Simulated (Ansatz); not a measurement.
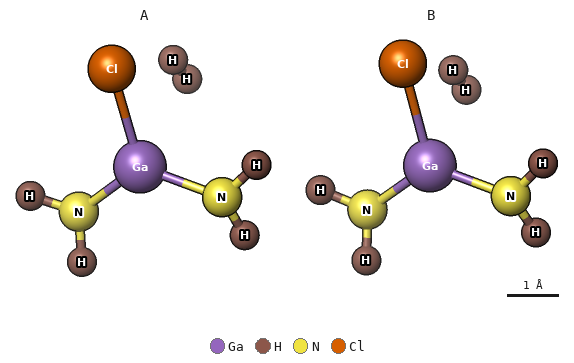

Two geometries of GaN$_{2}$H$_{6}$Cl, drawn at one scale. One is the start of a relaxation, the other its converged end. A ball-and-stick model, seen at a tilt.

These are results of RKS r2SCAN-D4/def2-SVP in Ansatz, not measurements. Settings: no spin polarisation; force threshold 0.03 eV/Å; at most 50 steps.

> Which geometry has the lower energy?

Structure A is the relaxed one. The run prepares an end point of a later path (reaction) calculation, from a guessed geometry. The largest move after the best rigid fit is that of an H atom, 0.38 Å. Largest moves by element: H 0.38 Å, Cl 0.18 Å, Ga 0.12 Å, N 0.10 Å. Near-neighbour distances that change, for instance: Cl–Ga 2.216 → 2.158 Å, H–H 0.719 → 0.760 Å. The energy falls by 9.40 kJ/mol in 7 accepted moves (8 points after the start). Largest force component: 1.7 eV/Å at the start, 0.021 eV/Å at the end. The line search rejected the trial step at point 4 of the run. Cost: 23 s on 4 threads of Arm Neoverse V1, with other jobs on the host, peak memory 0.19 GiB.

Limits of the set-up: the start holds two separate molecules, 2.6 Å apart at their closest, whose relative position is a soft coordinate.
